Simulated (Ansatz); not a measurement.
In doubt: one-shot GW on d or f shells is unsure (in some of the runs), so the values of those runs are not to be relied on.

Consider KBaCeBiO6 (F-43m).

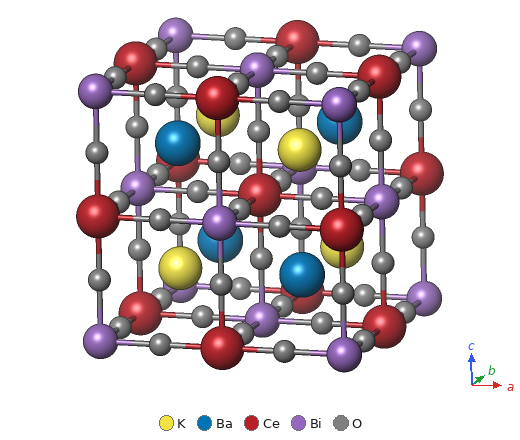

The structure (potassium yellow, barium blue, cerium red, bismuth purple, oxygen grey). Some periodic images of atoms are drawn too.

The structure is cubic, space group F-43m (No. 216). Conventional cell: a = 8.728 Å, b = 8.728 Å, c = 8.728 Å, α = 90.00°, β = 90.00°, γ = 90.00°. K has 12 O at 3.09 Å nearest. Nearest to Ba lie 12 O at 3.09 Å. Nearest to Ce lie 6 O at 2.22 Å. Bi has 6 O at 2.14 Å nearest. Nearest to O lie 1 Bi at 2.14 Å and 1 Ce at 2.22 Å and 2 Ba at 3.09 Å and 2 K at 3.09 Å. Farther neighbours and most contacts between anions are not listed.

```
K Ba Ce Bi O
1.0
     0.00000    4.36398    4.36398
     4.36398    0.00000    4.36398
     4.36398    4.36398    0.00000
K Ba Ce Bi O
1 1 1 1 6
Direct
  0.75000 0.75000 0.75000
  0.25000 0.25000 0.25000
  0.50000 0.50000 0.50000
  0.00000 0.00000 0.00000
  0.75466 0.24534 0.24534
  0.24534 0.75466 0.75466
  0.75466 0.75466 0.24534
  0.24534 0.24534 0.75466
  0.24534 0.75466 0.24534
  0.75466 0.24534 0.75466
```

The cell and positions are those that the Materials Project relaxed with its own functionals (PBE, PBE+U or r2SCAN), kept fixed. At the settings of the band run the largest force is still 0.13 eV/Å. Spin-orbit coupling is left out unless a run names it.

Gaps computed with Ansatz 0.2.0 without a self-energy: PBEsol 1.53 eV, PBE 1.58 eV, PBE0 3.62 eV and DDH-PBE0 2.98 eV.

**Question.** What gap should G0W0 on PBE give (4×4×4 mesh, 911 empty bands, screening to 180 eV, PAW set soft_1 files)?

About 2.69 eV: on its mesh the run moves the gap from 1.58 eV by +1.11 eV. Among the scalar-relativistic levels given, DDH-PBE0 is nearest (+0.29 eV). Bands and cutoff are finite, so the gap is not at the basis limit. The miss can reach some tenths of an eV and take either sign; the mesh is an error of its own. Empty 4f levels lie among the conduction bands. Their place in the start is unsure; it enters the screening, and the edge itself where they lie low. The runs have no spin polarisation. For a closed low-spin shell that is the natural state; where a d or f shell is open it is a constraint, and the gap is then not the crystal's own. The compound holds f electrons or empty f levels, where one-shot G0W0 is unsure. The many-body steps are scalar-relativistic: spin-orbit coupling is not in them.

[Paths, hosts, dates, memory and timing lines, banners, echoed tables and standing remarks are left out of the program output.]

[Logs are printed without paths, hosts, clocks, repeated set-up lines and the standing remarks that a program may print on its own settings, such as how far it seeks lower states.]

[Runs of the session that timed out or met a known fault of the program may be left out.]

[Cells called generated may have been cut or substituted from an entry of the Crystallography Open Database or the Materials Project.]

[Hosts, paths, dates, database ids (printed as entryN), source tags and the programs' standing remarks are cut or masked in the printed files.]
